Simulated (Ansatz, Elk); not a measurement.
# NaSrSCl: X-ray structure factors from the self-consistent density

The structure of NaSrSCl used here is made up (a known structure type with other elements) and was relaxed beforehand with PBE. The aim is the Fourier transform of its all-electron density, F(hkl), set beside the sum over free spherical atoms that refinements use.

Program: Elk 11.2.3 (patched build). Level of theory: DFT, PBE, all-electron APW+lo, Dirac cores, scalar-relativistic bands, static density, no spin. Results are calculated unless marked as measured.

The structure was built from a prototype and need not be the compound's stable phase.

## 1. Set-up

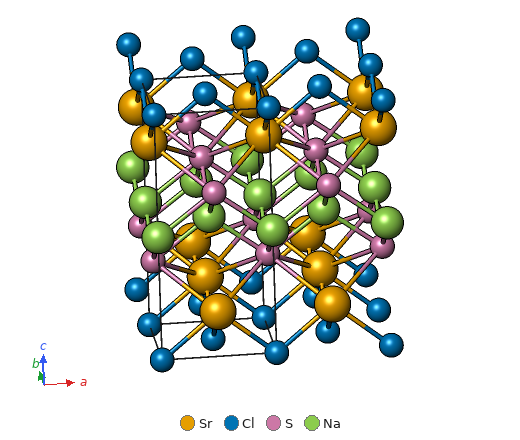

The cell as given, slightly off an axis (strontium orange, chlorine blue, sulfur pink, sodium green). 2×2×1 cells are drawn. Some periodic images of atoms are drawn too.

Coordinates:

```cif
data_structure
_symmetry_space_group_name_H-M 'P 1'
_symmetry_Int_Tables_number 1
_cell_length_a 4.5043
_cell_length_b 4.5043
_cell_length_c 10.0636
_cell_angle_alpha 90.000
_cell_angle_beta 90.000
_cell_angle_gamma 90.000
_cell_volume 204.18
loop_
_atom_site_label
_atom_site_type_symbol
_atom_site_fract_x
_atom_site_fract_y
_atom_site_fract_z
_atom_site_occupancy
Sr1 Sr 0.50000 0.00000 0.18292 1
Sr2 Sr 0.00000 0.50000 0.81708 1
Cl3 Cl 0.00000 0.00000 0.00000 1
Cl4 Cl 0.50000 0.50000 0.00000 1
S5 S 0.50000 0.00000 0.66780 1
S6 S 0.00000 0.50000 0.33220 1
Na7 Na 0.00000 0.00000 0.50000 1
Na8 Na 0.50000 0.50000 0.50000 1
```

## 2. Ground state and structure factors

An all-electron density is needed, since X-rays see the cores too. Task 0 finds the density and task 195 Fourier-transforms it; tshift is off so that phases refer to the origin typed.

The input, elk.in:

```
tasks
  0
  195

xctype
  20

spinpol
  .false.

rgkmax
  7.0

gmaxvr
  14.0

lmaxo
  7

lmaxapw
  8

swidth
  0.002

tshift
  .false.

ramdisk
  .false.

hmaxvr
  5.5

maxscl
  120

epspot
  1e-06

sppath
  './'

avec
  8.51191585518 0.00000000000 -0.00000000000
  0.00000000000 8.51191585518 -0.00000000000
  -0.00000000000 -0.00000000000 19.01754120966

atoms
  4
  'Sr.in'
  2
  0.5000000000 -0.0000000000 0.1829236354   0.000000 0.000000 0.000000
  -0.0000000000 0.5000000000 0.8170763646   0.000000 0.000000 0.000000
  'Cl.in'
  2
  -0.0000000000 -0.0000000000 0.0000000000   0.000000 0.000000 0.000000
  0.5000000000 0.5000000000 -0.0000000000   0.000000 0.000000 0.000000
  'S.in'
  2
  0.5000000000 0.0000000000 0.6677960892   0.000000 0.000000 0.000000
  0.0000000000 0.5000000000 0.3322039108   0.000000 0.000000 0.000000
  'Na.in'
  2
  0.0000000000 0.0000000000 0.5000000000   0.000000 0.000000 0.000000
  0.5000000000 0.5000000000 0.5000000000   0.000000 0.000000 0.000000

ngridk
  5 5 3
```

Run with:

```console
OMP_NUM_THREADS=4 elk
```

Numbers of over 12 decimals in the logs are rounded to 6 here.

The log of the run:

```text
┌─────────────────────────┐
│ Elk code version 11.2.3 │
└─────────────────────────┘

All units are atomic (Hartree, Bohr, etc.)

┌─────────────────────────────────────────────────┐
│ Ground-state run starting from atomic densities │
└─────────────────────────────────────────────────┘

Lattice vectors :
   8.511915855       0.000000000      -0.000000000
   0.000000000       8.511915855      -0.000000000
  -0.000000000      -0.000000000       19.01754121

Reciprocal lattice vectors :
  0.7381634657       0.000000000       0.000000000
   0.000000000      0.7381634657       0.000000000
   0.000000000       0.000000000      0.3303889413

Unit cell volume      :    1377.872427
Brillouin zone volume :   0.1800240781

Muffin-tin inner radius fraction :   0.1000000000E-01

Nuclei treated as point charges

Species : 1 (Sr)
 parameters loaded from : Sr.in
 name : strontium
 nuclear charge    :   -38.00000000
 electronic charge :    38.00000000
 atomic mass :    159721.4892
 muffin-tin radius :    2.600000000
 number of radial points in muffin-tin :   1193
 inner part over the whole radius :   0.9909106339E-02
 number on inner part of muffin-tin    :    847
 approximate nuclear radius :   0.8067967193E-04
 number of mesh points to nuclear radius :    415
 atomic positions (lattice), magnetic fields (Cartesian) :
  1 :   0.50000000  0.00000000  0.18292364    0.00000000  0.00000000  0.00000000
  2 :   0.00000000  0.50000000 -0.18292364    0.00000000  0.00000000  0.00000000

Species : 2 (Cl)
 parameters loaded from : Cl.in
 name : chlorine
 nuclear charge    :   -17.00000000
 electronic charge :    17.00000000
 atomic mass :    64626.86550
 muffin-tin radius :    2.200000000
 number of radial points in muffin-tin :    793
 inner part over the whole radius :   0.9992010025E-02
 number on inner part of muffin-tin    :    555
 approximate nuclear radius :   0.6305718926E-04
 number of mesh points to nuclear radius :    253
 atomic positions (lattice), magnetic fields (Cartesian) :
  1 :   0.00000000  0.00000000  0.00000000    0.00000000  0.00000000  0.00000000
  2 :   0.50000000  0.50000000  0.00000000    0.00000000  0.00000000  0.00000000

Species : 3 (S)
 parameters loaded from : S.in
 name : sulphur
 nuclear charge    :   -16.00000000
 electronic charge :    16.00000000
 atomic mass :    58450.91931
 muffin-tin radius :    2.200000000
 number of radial points in muffin-tin :    793
 inner part over the whole radius :   0.9890556315E-02
 number on inner part of muffin-tin    :    554
 approximate nuclear radius :   0.6195814986E-04
 number of mesh points to nuclear radius :    251
 atomic positions (lattice), magnetic fields (Cartesian) :
  1 :   0.50000000  0.00000000 -0.33220391    0.00000000  0.00000000  0.00000000
  2 :   0.00000000  0.50000000  0.33220391    0.00000000  0.00000000  0.00000000

Species : 4 (Na)
 parameters loaded from : Na.in
 name : sodium
 nuclear charge    :   -11.00000000
 electronic charge :    11.00000000
 atomic mass :    41907.78703
 muffin-tin radius :    2.200000000
 number of radial points in muffin-tin :    793
 inner part over the whole radius :   0.9883648912E-02
 number on inner part of muffin-tin    :    551
 approximate nuclear radius :   0.5574345702E-04
 number of mesh points to nuclear radius :    238
 atomic positions (lattice), magnetic fields (Cartesian) :
  1 :   0.00000000  0.00000000  0.50000000    0.00000000  0.00000000  0.00000000
  2 :   0.50000000  0.50000000  0.50000000    0.00000000  0.00000000  0.00000000

Total number of atoms per unit cell :    8
Total muffin-tin volume :    414.8577819
 ratio of muffin-tin to unit cell volume :   0.3010857709

Spin treatment :
 spin-unpolarised

Number of Bravais lattice symmetries :   16
Number of crystal symmetries         :   16
Crystal has no inversion symmetry
Complex Hermitian eigensolver will be used

k-point grid :      5     5     3
k-point offset :    0.000000000       0.000000000       0.000000000
[...]
correlation                 :     -7.154028
 electron entropic           :    -0.49697211294446E-11
 total energy                :     -8410.3844662740

Density of states at Fermi energy :   0.4999717307E-07
 (states/Hartree/unit cell)

Estimated indirect band gap :   0.1295128469
 from k-point 1 to k-point 1
Estimated direct band gap   :   0.1295128469
 at k-point 1

Charges :
 core                        :    100.0000000
 valence                     :    64.00000000
 interstitial                :    10.97079739
 muffin-tins (core leakage)
  species : 1 (Sr)
[...]
species : 2 (Cl)
[...]
species : 3 (S)
[...]
species : 4 (Na)
[...]
total in muffin-tins        :    153.0292026
 total calculated charge     :    163.9994639
 total charge                :    164.0000000
 error                       :   0.5360755064E-03

RMS change in Kohn-Sham potential (target) :   0.5203709558     (  0.1000000000E-05)
Absolute change in total energy (target)   :    2.578172660     (  0.1000000000E-03)

[... loops 3 to 14 left out ...]

┌──────────────────┐
│ Loop number : 15 │
└──────────────────┘

Energies :
 Fermi                       :     0.125302
 sum of occupied eigenvalues :     -4886.0733695654
 electron kinetic            :      8605.3977295576
 core electron kinetic       :      8347.1851300003
 Coulomb                     :     -16664.734282462
 Coulomb potential           :     -13040.790516067
 nuclear-nuclear             :     -933.35656831472
 electron-nuclear            :     -18438.694504365
 Hartree                     :      2707.3167902184
 Madelung                    :     -10144.339024428
 xc potential                :     -450.68058305555
 exchange                    :     -339.94912720584
 correlation                 :     -7.157234
 electron entropic           :    -0.49276610232597E-11
 total energy                :     -8406.4429136316

Density of states at Fermi energy :   0.5005904691E-07
 (states/Hartree/unit cell)

Estimated indirect band gap :   0.9744387039E-01
 from k-point 1 to k-point 1
Estimated direct band gap   :   0.9744387039E-01
 at k-point 1

Charges :
 core                        :    100.0000000
 valence                     :    64.00000000
 interstitial                :    11.53663356
 muffin-tins (core leakage)
  species : 1 (Sr)
[...]
species : 2 (Cl)
[...]
species : 3 (S)
[...]
species : 4 (Na)
[...]
total in muffin-tins        :    152.4633664
 total calculated charge     :    163.9994707
 total charge                :    164.0000000
 error                       :   0.5293424154E-03

RMS change in Kohn-Sham potential (target) :   0.7892475125E-07 (  0.1000000000E-05)
Absolute change in total energy (target)   :   0.5815170880E-04 (  0.1000000000E-03)

Convergence targets achieved

┌──────────────────┐
│ Loop number : 16 │
└──────────────────┘

Energies :
 Fermi                       :     0.125302
 sum of occupied eigenvalues :     -4886.0733663717
 electron kinetic            :      8605.3977310097
 core electron kinetic       :      8347.1851305123
 Coulomb                     :     -16664.734280134
 Coulomb potential           :     -13040.790515282
 nuclear-nuclear             :     -933.35656831472
 electron-nuclear            :     -18438.694500463
 Hartree                     :      2707.3167886435
 Madelung                    :     -10144.339022493
 xc potential                :     -450.68058209957
 exchange                    :     -339.94912712086
 correlation                 :     -7.157234
 electron entropic           :    -0.49276643579470E-11
 total energy                :     -8406.4429097609

Density of states at Fermi energy :   0.5005906422E-07
 (states/Hartree/unit cell)

Estimated indirect band gap :   0.9744390143E-01
 from k-point 1 to k-point 1
Estimated direct band gap   :   0.9744390143E-01
 at k-point 1

Charges :
 core                        :    100.0000000
 valence                     :    64.00000000
 interstitial                :    11.53663357
 muffin-tins (core leakage)
  species : 1 (Sr)
[...]
species : 2 (Cl)
[...]
species : 3 (S)
[...]
atom 2                    :    14.47097681     (  0.6938925058E-04)
  species : 4 (Na)
   atom 1                    :    10.07936074     ( -0.9715865401E-07)
   atom 2                    :    10.07936074     ( -0.9715865401E-07)
 total in muffin-tins        :    152.4633664
 total calculated charge     :    163.9994707
 total charge                :    164.0000000
 error                       :   0.5293424411E-03

┌──────────────────────────────┐
│ Self-consistent loop stopped │
└──────────────────────────────┘

Wrote STATE.OUT
```

It took 77 s on 4 threads of Arm Neoverse V1, shared host; peak memory 0.31 GiB.

SFACRHO.OUT:

```text

h k l indices transformed by vhmat matrix:
   1.000000000       0.000000000       0.000000000    
   0.000000000       1.000000000       0.000000000    
   0.000000000       0.000000000       1.000000000    

      h      k      l  multipl.   |H|            Re(F)            Im(F)           |F|

      0      0      0      1   0.0000000       164.00000      0.91036774E-16   164.00000    
      0      0      1      2  0.33038894       26.743165      0.13072527E-14   26.743165    
      0      0     -2      2  0.66077788      -10.339328      0.46617001E-14   10.339328    
      0      1      0      4  0.73816347       0.0000000      0.75694725E-14  0.75694725E-14
      1      0     -1      4  0.80872873      0.59755691E-14   37.109869       37.109869    
      0      1     -1      4  0.80872873     -0.35853415E-14  -37.109869       37.109869    
      1      0     -2      4  0.99071323      0.59755691E-14   70.486972       70.486972    
     -1      0      2      4  0.99071323      0.59755691E-14  -70.486972       70.486972    
      0      0      3      2  0.99116682      -26.309644      0.59756941E-14   26.309644    
      1     -1      0      4   1.0439208      -44.065050      0.33561458E-14   44.065050    
     -1      1     -1      8   1.0949555      -4.7309471     -0.46502304E-14   4.7309471    
     -1      1      2      8   1.2354748       94.793358     -0.53245359E-14   94.793358    
     -1      0     -3      4   1.2358386      0.23902276E-14  -18.124752       18.124752    
      0     -1     -3      4   1.2358386      0.23902276E-14   18.124752       18.124752    
      0      0      4      2   1.3215558       23.398914     -0.36023557E-14   23.398914    
     -1      1     -3      8   1.4395077       41.646094     -0.76843441E-14   41.646094    
     -2      0      0      4   1.4763269       117.98197      0.14209590E-13   117.98197    
     -2      0      1      4   1.5128444       20.028966      0.23155877E-14   20.028966
```

Elk indexes on the primitive cell of elk.in and gives |H| = 4π sin θ/λ in inverse bohr. Below, one row stands for each form hkl of the conventional cell (m members, Friedel mates merged), F is for one primitive cell and the density is static (no thermal factor). Free-atom factors are Waasmaier and Kirfel's, and R is Σm||F|−|F'||/Σm|F|.

```tsv
hkl	m	sin θ/λ (Å⁻¹)	abs F, DFT	neutral atoms	diff.	abs of complex diff.
001	2	0.050	26.743	26.709	+0.034	0.034
002	2	0.099	10.339	10.383	-0.043	0.043
100	4	0.111	0.000	0.000	+0.000	0.000
101	8	0.122	37.110	37.546	-0.436	0.436
102	8	0.149	70.487	69.757	+0.730	0.730
003	2	0.149	26.310	27.002	-0.693	0.693
110	4	0.157	44.065	43.861	+0.204	0.204
111	8	0.165	4.731	5.244	-0.513	0.513
112	8	0.186	94.793	94.443	+0.350	0.350
103	8	0.186	18.125	17.978	+0.146	0.146
004	2	0.199	23.399	23.285	+0.114	0.114
113	8	0.216	41.646	41.300	+0.346	0.346
200	4	0.222	117.982	117.992	-0.010	0.010
201	8	0.228	20.029	19.805	+0.224	0.224
104	8	0.228	75.481	75.587	-0.106	0.106
202	8	0.243	10.692	10.736	-0.044	0.044
210	8	0.248	0.000	0.000	+0.000	0.000
005	2	0.248	43.601	43.518	+0.083	0.083
```

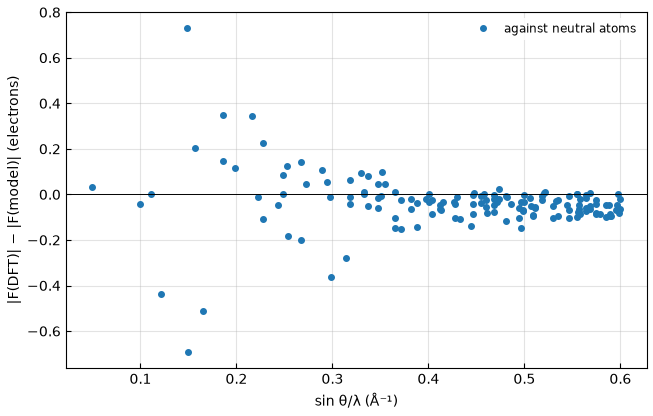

Difference between the calculated structure factors and the independent-atom ones.

## 3. The highest occupied states alone

An energy window below the Fermi level keeps the highest occupied states, to see at which angles they scatter; shallow core shells can lie inside it and anion s states outside. No new self-consistency is needed.

elk.in: that of step 2 with these lines changed.

```diff
@@ -1,3 +1,2 @@
 tasks
-  0
   195
@@ -40,2 +39,5 @@
 
+wsfac
+  -0.425940 0.425300
+
 sppath
```

Run with:

```console
OMP_NUM_THREADS=4 elk
```

The log of the run:

```text
┌─────────────────────────────────┐
│ Elk code version 11.2.3 started │
└─────────────────────────────────┘

Info(readinput): the functional depends on the density's gradient
 muffin-tin radial points multiplied by    2.00000
 (not where nrmtscf is given)

┌────────────────────┐
│ Current task : 195 │
└────────────────────┘

Info(sfacrho): density structure factors written to SFACRHO.OUT

 Energy window :  -0.4259400000      0.4253000000

┌──────────────────┐
│ Elk code stopped │
└──────────────────┘
```

Wall time 34 s (4 threads); peak memory 0.23 GiB.

States within 15 eV below the Fermi level hold 28.72 electrons; any levels below the window count with the cores, and a count that is not whole means the window cuts a band. Their amplitudes can exceed the total, where window and core parts have opposite phase:

```tsv
hkl	sin θ/λ (Å⁻¹)	abs F, window	abs F, all
001	0.050	4.237	26.743
002	0.099	3.733	10.339
100	0.111	0.000	0.000
101	0.122	6.751	37.110
102	0.149	5.732	70.487
003	0.149	12.290	26.310
110	0.157	0.102	44.065
111	0.165	8.030	4.731
112	0.186	6.513	94.793
103	0.186	0.028	18.125
```

## 4. Another functional

The difference from free atoms is small, so it is set against the change that LDA (Perdew-Wang) makes.

elk.in: that of step 3 with these lines changed.

```diff
@@ -1,2 +1,3 @@
 tasks
+  0
   195
@@ -4,3 +5,3 @@
 xctype
-  20
+  3
 
@@ -39,5 +40,2 @@
 
-wsfac
-  -0.425940 0.425300
-
 sppath
```

Run with:

```console
OMP_NUM_THREADS=4 elk
```

The log of the run:

```text
┌─────────────────────────┐
│ Elk code version 11.2.3 │
└─────────────────────────┘

All units are atomic (Hartree, Bohr, etc.)

┌─────────────────────────────────────────────────┐
│ Ground-state run starting from atomic densities │
└─────────────────────────────────────────────────┘

Lattice vectors :
   8.511915855       0.000000000      -0.000000000
   0.000000000       8.511915855      -0.000000000
  -0.000000000      -0.000000000       19.01754121

Reciprocal lattice vectors :
  0.7381634657       0.000000000       0.000000000
[...]
muffin-tins (core leakage)
  species : 1 (Sr)
[...]
species : 2 (Cl)
[...]
species : 3 (S)
[...]
species : 4 (Na)
   atom 1                    :    10.08352046     ( -0.1555072446E-05)
   atom 2                    :    10.08352046     ( -0.1555072446E-05)
 total in muffin-tins        :    152.3331342
 total calculated charge     :    163.9995183
 total charge                :    164.0000000
 error                       :   0.4816564411E-03

┌──────────────────────────────┐
│ Self-consistent loop stopped │
└──────────────────────────────┘

Wrote STATE.OUT
[key lines of the parts left out:]
total energy                :     -8392.6829601520
```

Elapsed: 53 s, on 4 threads; peak memory 0.27 GiB.

Against the first run R = 0.06 %; the largest change is +0.091 at 003.

## 5. Basis size

A smaller basis shows how fast F responds to it; the change is likely larger than the basis error of the first run, but doesn't show convergence.

elk.in: that of step 4 with these lines changed.

```diff
@@ -5,3 +5,3 @@
 xctype
-  3
+  20
 
@@ -11,3 +11,3 @@
 rgkmax
-  7.0
+  5.5
```

Run with:

```console
OMP_NUM_THREADS=4 elk
```

The log of the run:

```text
┌─────────────────────────┐
│ Elk code version 11.2.3 │
└─────────────────────────┘

All units are atomic (Hartree, Bohr, etc.)

┌─────────────────────────────────────────────────┐
│ Ground-state run starting from atomic densities │
└─────────────────────────────────────────────────┘

Lattice vectors :
   8.511915855       0.000000000      -0.000000000
   0.000000000       8.511915855      -0.000000000
  -0.000000000      -0.000000000       19.01754121

Reciprocal lattice vectors :
  0.7381634657       0.000000000       0.000000000
[...]
muffin-tins (core leakage)
  species : 1 (Sr)
[...]
species : 2 (Cl)
[...]
species : 3 (S)
[...]
species : 4 (Na)
   atom 1                    :    10.07208011     ( -0.9715865268E-07)
   atom 2                    :    10.07208011     ( -0.9715865268E-07)
 total in muffin-tins        :    152.2715315
 total calculated charge     :    163.9993726
 total charge                :    164.0000000
 error                       :   0.6274359896E-03

┌──────────────────────────────┐
│ Self-consistent loop stopped │
└──────────────────────────────┘

Wrote STATE.OUT
[key lines of the parts left out:]
total energy                :     -8406.3426289837
```

Run time: 53 s. Hardware: 4 threads; peak memory 0.28 GiB.

Against the first run R = 0.04 %; the largest change is -0.070 at 200.

## 6. Settings against the effect

```tsv
run	R against the first run (%)	R against neutral atoms, low angle (%)	wall time
PBE, rgkmax 7	0.00	0.54	77 s
LDA (Perdew-Wang)	0.06	0.48	53 s
rgkmax 5.5	0.04	0.56	53 s
```

## 7. Summary of results

| Property | Result |
| --- | --- |
| R against neutral atoms, sin θ/λ < 0.3 Å⁻¹ | 0.54 % |
| R against neutral atoms, 0.3 to 0.60 Å⁻¹ | 0.19 % |

In words: Independent neutral atoms miss the calculated amplitudes by R = 0.54 % below 0.3 Å⁻¹ and 0.19 % from there to 0.60 Å⁻¹; by shells, 1.10 % below 0.15 Å⁻¹ (5 forms), 0.45 % 0.15 to 0.3 (20 forms), 0.17 % 0.3 to 0.45 (41 forms), 0.20 % above 0.45 (75 forms). Bonding, aspherical density and the tables' own atoms all enter these figures, and the runs don't part them. The largest change of an amplitude is +0.73 electrons, at 102. The window's part falls from 28.7 electrons at the origin to at most 0.52 between 0.45 and 0.60 Å⁻¹. Below 0.3 Å⁻¹ the changes that finished (LDA (Perdew-Wang) and rgkmax 5.5) move F by R = 0.08 % at most, against the 0.54 % that separates it from free atoms. The k-mesh has no finished test. Part of the difference isn't bonding: the tables are fits to free atoms and ions calculated by other methods than this functional. Thermal motion, anomalous dispersion and extinction are left out.

[Logs are printed without paths, hosts, clocks, repeated set-up lines and the standing remarks that a program may print on its own settings, such as how far it seeks lower states.]

[Hosts, paths, dates, database ids (printed as entryN), source tags and the programs' standing remarks are cut or masked in the printed files.]
